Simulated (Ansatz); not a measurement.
## Run report: SnH2O2, frequency calculation

System: SnH2O2, SMILES [OH][Sn][OH].
Method: HF/STO-3G, RHF (Ansatz 0.2.0).

The geometry was optimised with HF/STO-3G. Figures and captions count atoms from 1; the log counts them from 0 in places.

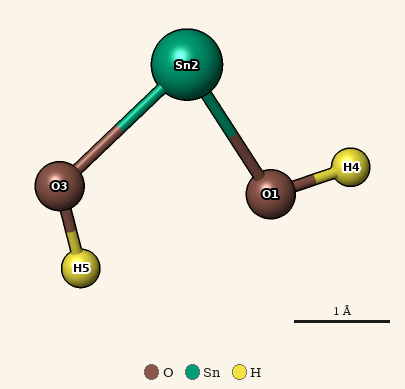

*The structure as given in the input (ball-and-stick view, seen at a tilt; atoms are numbered from 1 in the order of the input). Sticks mark near contacts.*

**Input file**
```yaml
basis:
  gaussian: {orbitals: STO-3G}
crystal:
  periodic: [false, false, false]
  atoms:
    - {symbol: O, position_ang: [-0.858349, 0.184127, -0.566349]}
    - {symbol: Sn, position_ang: [-0.164057, -0.943283, 0.795854]}
    - {symbol: O, position_ang: [1.475812, -0.008902, 0.610712]}
    - {symbol: H, position_ang: [-1.796718, 0.007287, -0.798886]}
    - {symbol: H, position_ang: [1.393111, 0.687070, -0.082831]}
phonons: {temperatures: {t_min: 298.15, t_max: 298.15, t_step: 1}}
hamiltonian: {xc: hf}
```

Launch command:
```bash
ansatz run job.yaml --threads 1 --pin off --max-ram 3480MiB --events-out events.jsonl --progress --plain --runs-dir runs
```

**Log**
```
Functional definition: HF
  name "HF"
  exchange = exact_x
  correlation = 0
570 factors; integrals over basis functions are off by at most 1.3e-5 eV
mean field evaluation 1: about -166316.7436 eV, gradient 2.8e1 eV
mean field evaluation 2: about -166316.8355 eV, gradient 2.8e1 eV
mean field evaluation 4: about -166319.7367 eV, gradient 1.5e0 eV
mean field evaluation 8: about -166319.7482 eV, gradient 4.1e-2 eV
mean field -166319.74823085 eV, -6112.1380119092 hartree, gradient 1.0e-5 eV, S^2 0.000000; 0 other end points of the search recorded, 0 dependent functions left out
the calculation of the forces begins
reference -166319.74823085 eV, -6112.1380119092 hartree; 34, 34 occupied and 5, 5 virtual orbitals, 570 factors
these checks for a lower state are left out or cut short: stability, starts, cluster_reference, orbital_swaps, neighbouring_geometries, increment
570 factors; integrals over basis functions are off by at most 1.3e-5 eV
mean field evaluation 16: about -166319.7480 eV, gradient 3.3e-4 eV
mean field -166319.74802622 eV, -6112.1380043894 hartree, gradient 5.3e-6 eV, S^2 0.000000; 0 other end points of the search recorded, 0 dependent functions left out
[... from here on the field's lines of each further geometry are left out, up to the last ...]
the calculation of the forces begins
reference -166319.74813404 eV, -6112.1380083515 hartree; 34, 34 occupied and 5, 5 virtual orbitals, 570 factors
these checks for a lower state are left out or cut short: stability, starts, cluster_reference, orbital_swaps, neighbouring_geometries, increment
570 factors; integrals over basis functions are off by at most 1.3e-5 eV
mean field -166319.74813375 eV, -6112.1380083411 hartree, gradient 5.3e-6 eV, S^2 0.000000; 0 other end points of the search recorded, 0 dependent functions left out
the calculation of the forces begins
reference -166319.74813375 eV, -6112.1380083411 hartree; 34, 34 occupied and 5, 5 virtual orbitals, 570 factors
Total energy: -166319.74823085 eV, -6112.1380119092 hartree
Atom 0 at    -0.858349     0.184127    -0.566349 Å, force     0.000564    -0.000053     0.000280 eV/Å
Atom 1 at    -0.164057    -0.943283     0.795854 Å, force    -0.000265    -0.000019    -0.000096 eV/Å
Atom 2 at     1.475812    -0.008902     0.610712 Å, force    -0.000049     0.000261    -0.000264 eV/Å
Atom 3 at    -1.796718     0.007287    -0.798886 Å, force    -0.000212    -0.000049    -0.000037 eV/Å
Atom 4 at     1.393111     0.687070    -0.082831 Å, force    -0.000038    -0.000140     0.000116 eV/Å
Dipole moment:    -0.366637    -0.126219    -0.036821 e Å
Vibrations: 269.33 457.07 545.88 641.32 702.47 1027.12 1088.96 4224.37 4266.36 cm⁻¹, zero-point energy 0.819714 eV
```

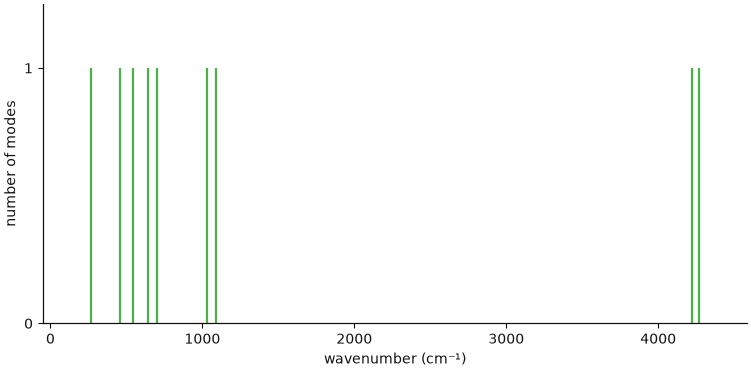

*Harmonic vibrational wavenumbers from the force constants; neighbouring modes closer than 18 cm⁻¹ are counted in one stick.*

9 modes from 269 to 4266 cm⁻¹, none imaginary.

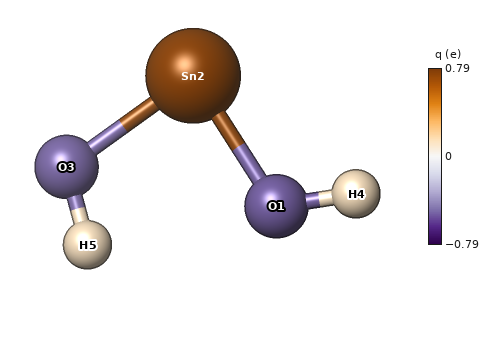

*Mulliken charges, as the colour of each atom (ball-and-stick view, seen on its broad side; atoms are numbered from 1 in the order of the input; Mulliken charges depend strongly on the basis).*

By element: O −0.51 to −0.50, Sn +0.75 and H +0.13 e.

**Key numbers**

| quantity | value |
| --- | --- |
| outcome | converged |
| total energy | −6112.138012 hartree |
| basis functions | 39 |
| largest force | 0.001 eV/Å |
| zero-point energy | 0.030124 hartree |
| dipole moment | 1.87 D |
| wavenumbers, lowest and highest | 269 and 4266 cm⁻¹ |
| hardware | 1 thread of Arm Neoverse N1, 112 GiB of memory available, shared host |
| wall time | 40 s |
| peak memory | 0.098 GiB |
